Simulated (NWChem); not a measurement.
# One shape, several levels: AlSiNH6O (SMILES O[SiH2][NH][AlH2])

Wanted: a comparison of 3 runs (PBE0/6-31+G*, wB97X/6-31+G*, B3LYP/6-31G**) of AlSiNH6O. 

The calculation is run with NWChem 7.3.0.

## 1. Starting point

AlSiNH6O has 10 atoms, charge 0, and is taken as a singlet. SMILES: `O[SiH2][NH][AlH2]`. The shape is that of a PBE0-D4/def2-TZVP optimisation. This is one conformer, not always the lowest.

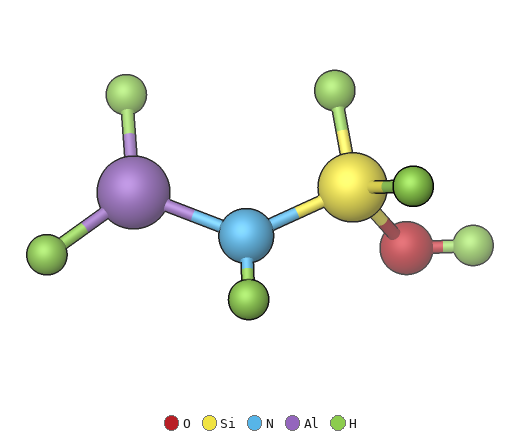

The structure, seen from a chosen angle (oxygen red, silicon yellow, nitrogen blue, aluminium purple, hydrogen green).

## 2. Energy and gradient at PBE0/6-31+G(d) (spherical functions) (run 1)

File input.nw:

```
start input
title "AlH6NOSi PBE0"
memory total 2200 mb
geometry units angstrom noautosym nocenter noautoz
 O     -1.817400    -0.693800    -1.056500
 Si    -0.576600     0.373900    -0.851600
 N      0.693300    -0.382300     0.009600
 Al     1.233300    -0.094800     1.686300
 H     -2.399800    -0.547900    -1.803100
 H     -1.000200     1.543800    -0.039500
 H     -0.142800     0.831300    -2.203200
 H      1.159400    -1.127800    -0.493000
 H      0.508400     1.030600     2.525200
 H      2.425400    -0.984200     2.228700
end
basis "ao basis" spherical bse
 * library 6-31+G*
end
dft
 xc pbe0
 grid fine
 convergence energy 1e-08
 iterations 100
 mulliken
end
task dft gradient
```

The run is started by

```bash
$ nwchem input.nw > input.out
```

Standard output:

```text
[...]
          Wavefunction type:  closed shell.
          No. of atoms     :    10
          No. of electrons :    48
[...]
          Charge           :     0
          Spin multiplicity:     1
[...]
          AO basis - number of functions:    92
[...]
              XC Information
              --------------
                         PBE0 Method XC Functional
                     Hartree-Fock (Exact) Exchange  0.250
          PerdewBurkeErnzerhof Exchange Functional  0.750
            Perdew 1991 LDA Correlation Functional  1.000 local
           PerdewBurkeErnz. Correlation Functional  1.000 non-local
[...]
 d= 0,ls=0.0,diis     1   -665.0748095360 -8.73D+02  1.85D-02  8.08D-01     2.4
[...]
 d= 0,ls=0.0,diis    10   -665.1669345455 -9.85D-10  1.78D-07  2.00D-10    18.7
         Total DFT energy =     -665.166934545509
      One electron energy =    -1333.950505510851
           Coulomb energy =      518.051512413470
    Exchange-Corr. energy =      -57.030822915182
 Nuclear repulsion energy =      207.762881467055
[...]
      Total Density - Mulliken Population Analysis
     ---------------------------------------------
    Atom       Charge   Shell Charges
 -----------   ------   -------------------------------------------------------
    1 O    8     8.75   2.00  0.89  2.94  0.99  1.84 -0.09  0.16  0.02
    2 Si  14    13.29   2.00  2.00  5.96  0.91  1.73  0.15  0.08  0.07  0.06  0.32
    3 N    7     7.88   2.00  0.76  2.49  0.89  1.74 -0.20  0.19  0.01
    4 Al  13    12.61   2.00  2.00  5.96  0.83  1.22  0.25  0.07  0.03  0.09  0.17
    5 H    1     0.51   0.47  0.04
    6 H    1     1.09   0.51  0.58
    7 H    1     1.10   0.51  0.59
    8 H    1     0.58   0.49  0.09
    9 H    1     1.09   0.48  0.61
   10 H    1     1.11   0.48  0.63
[...]
  wavefunction    = closed shell
                         DFT ENERGY GRADIENTS
    atom               coordinates                        gradient
                 x          y          z           x          y          z
   1 O      -3.434388  -1.311092  -1.996496    0.005987   0.008608  -0.002364
   2 Si     -1.089616   0.706569  -1.609291   -0.004413  -0.011558   0.000835
   3 N       1.310147  -0.722442   0.018141   -0.001442   0.001725   0.002161
   4 Al      2.330599  -0.179146   3.186645   -0.001956  -0.001031  -0.006442
   5 H      -4.534964  -1.035381  -3.407365    0.004523  -0.000019   0.004813
   6 H      -1.890104   2.917359  -0.074644    0.000129  -0.000524  -0.000340
   7 H      -0.269853   1.570929  -4.163444   -0.000138  -0.000217   0.000923
   8 H       2.190948  -2.131233  -0.931635   -0.002191   0.003252   0.001671
   9 H       0.960737   1.947552   4.771936    0.000855  -0.001296  -0.000820
  10 H       4.583341  -1.859868   4.211632   -0.001354   0.001060  -0.000437
[...]
```

It took 30 s on 1 thread of Intel Xeon 6975P-C (Granite Rapids), shared host; peak memory 0.12 GiB.

## 3. Energy and gradient at wB97X/6-31+G(d) (spherical functions) (run 2)

File run.nw:

```
start run
memory total 2200 mb
geometry units angstroms noautosym nocenter noautoz
O    -1.817400   -0.693800   -1.056500
Si   -0.576600    0.373900   -0.851600
N     0.693300   -0.382300    0.009600
Al    1.233300   -0.094800    1.686300
H    -2.399800   -0.547900   -1.803100
H    -1.000200    1.543800   -0.039500
H    -0.142800    0.831300   -2.203200
H     1.159400   -1.127800   -0.493000
H     0.508400    1.030600    2.525200
H     2.425400   -0.984200    2.228700
end
basis spherical bse
* library 6-31+G*
end
dft
xc wb97x
mult 1
grid fine
convergence energy 1e-08
maxiter 100
mulliken
noprint "final vectors analysis"
end
task dft gradient
```

The run is started by

```bash
$ nwchem run.nw > run.out
```

Standard output:

```text
[...]
          Wavefunction type:  closed shell.
          No. of atoms     :    10
          No. of electrons :    48
[...]
          Charge           :     0
          Spin multiplicity:     1
[...]
          AO basis - number of functions:    92
[...]
              XC Information
              --------------
                       wb97x  Method XC Functional
                     Hartree-Fock (Exact) Exchange  1.000
                         wb97x Exchange Functional  1.000
                      wb97x Correlation Functional  1.000
[...]
 d= 0,ls=0.0,diis     1   -665.4197404026 -8.73D+02  1.42D-02  8.00D-01     5.3
[...]
 d= 0,ls=0.0,diis     9   -665.5124436084 -7.83D-09  2.72D-06  1.49D-08    46.3
         Total DFT energy =     -665.512443608352
      One electron energy =    -1333.809513679781
           Coulomb energy =      517.914334076966
    Exchange-Corr. energy =      -57.380145472592
 Nuclear repulsion energy =      207.762881467055
[...]
      Total Density - Mulliken Population Analysis
     ---------------------------------------------
    Atom       Charge   Shell Charges
 -----------   ------   -------------------------------------------------------
    1 O    8     8.77   2.00  0.89  2.95  0.96  1.84 -0.06  0.17  0.02
    2 Si  14    13.23   2.00  2.00  5.96  0.90  1.73  0.14  0.06  0.08  0.05  0.32
    3 N    7     7.90   2.00  0.75  2.52  0.86  1.72 -0.16  0.19  0.01
    4 Al  13    12.61   2.00  2.00  5.96  0.79  1.21  0.29  0.10  0.01  0.07  0.18
    5 H    1     0.51   0.47  0.04
    6 H    1     1.09   0.51  0.59
    7 H    1     1.11   0.51  0.60
    8 H    1     0.59   0.50  0.10
    9 H    1     1.09   0.48  0.61
   10 H    1     1.10   0.48  0.62
[...]
  wavefunction    = closed shell
[...]
                         DFT ENERGY GRADIENTS
    atom               coordinates                        gradient
                 x          y          z           x          y          z
   1 O      -3.434388  -1.311092  -1.996496    0.007270   0.008184  -0.000778
   2 Si     -1.089616   0.706569  -1.609291   -0.006343  -0.012373   0.000493
   3 N       1.310147  -0.722442   0.018141   -0.001776   0.001505   0.001486
   4 Al      2.330599  -0.179146   3.186645   -0.002308  -0.000728  -0.006461
   5 H      -4.534964  -1.035381  -3.407365    0.004374   0.000664   0.003942
   6 H      -1.890104   2.917359  -0.074644    0.000213  -0.000020   0.000193
   7 H      -0.269853   1.570929  -4.163444    0.000468   0.000149   0.000078
   8 H       2.190948  -2.131233  -0.931635   -0.001815   0.002855   0.001559
   9 H       0.960737   1.947552   4.771936    0.000368  -0.000584  -0.000328
  10 H       4.583341  -1.859868   4.211632   -0.000451   0.000348  -0.000184
[...]
```

Wall time 69 s (1 thread of Intel Xeon 6975P-C (Granite Rapids), shared host); peak memory 0.12 GiB.

## 4. Energy and forces at B3LYP/6-31G(d,p) (spherical functions) (run 3)

File a.nw:

```
start a
title "AlH6NOSi B3LYP"
memory 2200 mb

geometry noautosym nocenter noautoz
  O    -1.817400   -0.693800   -1.056500
  Si   -0.576600    0.373900   -0.851600
  N     0.693300   -0.382300    0.009600
  Al    1.233300   -0.094800    1.686300
  H    -2.399800   -0.547900   -1.803100
  H    -1.000200    1.543800   -0.039500
  H    -0.142800    0.831300   -2.203200
  H     1.159400   -1.127800   -0.493000
  H     0.508400    1.030600    2.525200
  H     2.425400   -0.984200    2.228700
end

basis "ao basis" spherical bse
  * library 6-31G**
end

dft
  xc b3lyp
  grid fine
  convergence energy 1e-08
  maxiter 100
  mulliken
  print medium
end

task dft gradient
```

The run is started by

```bash
$ nwchem a.nw > a.out
```

Standard output (excerpt; [...] marks lines left out):

```text
[...]
          Wavefunction type:  closed shell.
          No. of atoms     :    10
          No. of electrons :    48
[...]
          Charge           :     0
          Spin multiplicity:     1
[...]
          AO basis - number of functions:    94
[...]
              XC Information
              --------------
                         B3LYP Method XC Potential
                     Hartree-Fock (Exact) Exchange  0.200
                        Slater Exchange Functional  0.800 local
                    Becke 1988 Exchange Functional  0.720 non-local
              Lee-Yang-Parr Correlation Functional  0.810
                  VWN I RPA Correlation Functional  0.190 local
[...]
 d= 0,ls=0.0,diis     1   -665.5162527870 -8.73D+02  1.37D-02  7.48D-01     2.1
[...]
 d= 0,ls=0.0,diis    10   -665.6011162687 -1.19D-09  1.13D-07  1.80D-10    16.3
         Total DFT energy =     -665.601116268698
      One electron energy =    -1334.223956531099
           Coulomb energy =      518.372698309898
    Exchange-Corr. energy =      -57.512739514550
 Nuclear repulsion energy =      207.762881467055
[...]
      Total Density - Mulliken Population Analysis
     ---------------------------------------------
[...]
  wavefunction    = closed shell
                         DFT ENERGY GRADIENTS
    atom               coordinates                        gradient
                 x          y          z           x          y          z
   1 O      -3.434388  -1.311092  -1.996496    0.004998   0.007804  -0.001941
   2 Si     -1.089616   0.706569  -1.609291    0.001684  -0.010066   0.003059
   3 N       1.310147  -0.722442   0.018141   -0.003823   0.002090   0.000018
   4 Al      2.330599  -0.179146   3.186645   -0.001941  -0.001053  -0.006568
   5 H      -4.534964  -1.035381  -3.407365    0.003150  -0.000507   0.003638
   6 H      -1.890104   2.917359  -0.074644   -0.001001  -0.000385   0.000157
   7 H      -0.269853   1.570929  -4.163444   -0.000877  -0.000607   0.000491
   8 H       2.190948  -2.131233  -0.931635   -0.001734   0.002574   0.001529
   9 H       0.960737   1.947552   4.771936   -0.000160  -0.000042  -0.000261
  10 H       4.583341  -1.859868   4.211632   -0.000295   0.000194  -0.000122
[...]
```

Run time: 24 s. Hardware: 1 thread of Intel Xeon 6975P-C (Granite Rapids), shared host; peak memory 0.12 GiB.

## 5. Overview of the runs

| run | level | energy (Eh) | dipole moment (D) | HOMO energy (eV) | LUMO energy (eV) | wall time |
| --- | --- | --- | --- | --- | --- | --- |
| 1 | PBE0/6-31+G* (spherical functions) | -665.166935 | 1.42 | -7.99 | -0.96 | 30 s |
| 2 | wB97X/6-31+G* (spherical functions) | -665.512444 | 1.39 | – | – | 69 s |
| 3 | B3LYP/6-31G** (spherical functions) | -665.601116 | 1.54 | -7.52 | -0.97 | 24 s |

## 6. Results

| quantity | value |
| --- | --- |
| run 3: total energy | -665.60112 Eh |
| run 3: dipole moment | 1.54 D |
| run 3: HOMO energy | -7.52 eV |
| run 3: LUMO energy | -0.97 eV |
| run 3: HOMO–LUMO gap | 6.56 eV |
| run 3: largest force on an atom | 0.548 eV/Å |

**Reading.** The dipole moment (its size) runs from 1.39 D (wB97X/6-31+G*) to 1.54 D (B3LYP/6-31G**). The two ends differ in method and basis. Totals of different functionals can't be ranked against each other. All runs together took 2.1 min, the longest 69 s.
